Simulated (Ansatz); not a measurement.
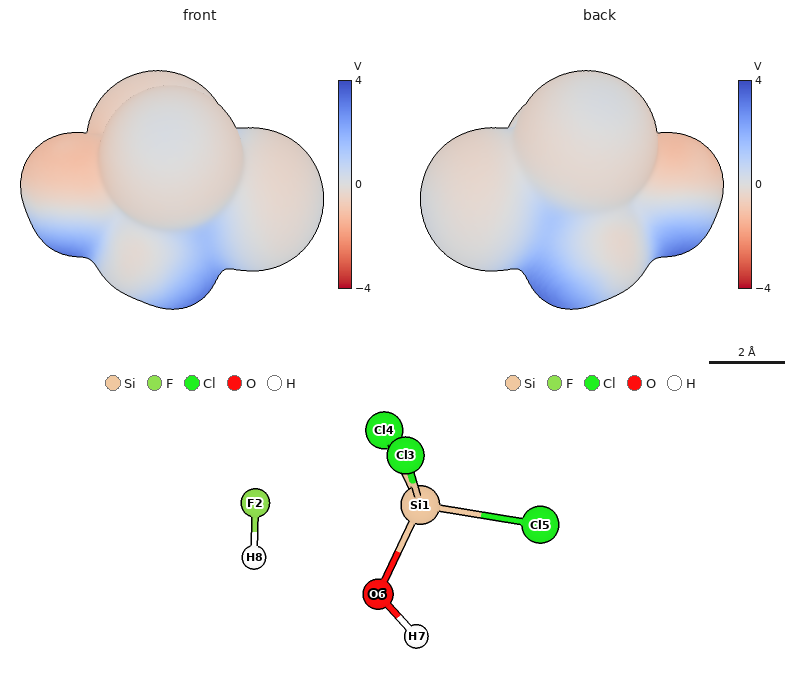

*Cl₃HOSi···HF. The electrostatic potential painted on the density surface at 0.002 e/bohr³, seen from the front and from behind; the colour scale runs from red (negative) to blue (positive). The bare structure is drawn below in the same view.*

The calculation used RKS r2SCAN/def2-SVP in Ansatz.

| atom | x (Å) | y (Å) | z (Å) |
| --- | --- | --- | --- |
| Si | -0.4922 | -0.1605 | -0.4369 |
| F | -0.0743 | 0.9754 | 2.0835 |
| Cl | 1.3996 | -0.7600 | 0.0249 |
| Cl | -0.5740 | 1.8387 | -0.8158 |
| Cl | -1.0404 | -1.1442 | -2.1689 |
| O | -1.6102 | -0.6283 | 0.7080 |
| H | -2.2478 | -1.2712 | 0.3681 |
| H | -0.8108 | 0.5205 | 2.4111 |

**Where is the surface potential most negative and most positive?**

The most negative region (about −1.1 V, or −25 kcal/mol for a unit charge) lies over F2, the most positive (about +3.1 V, or +71 kcal/mol for a unit charge) over H7 and H8.
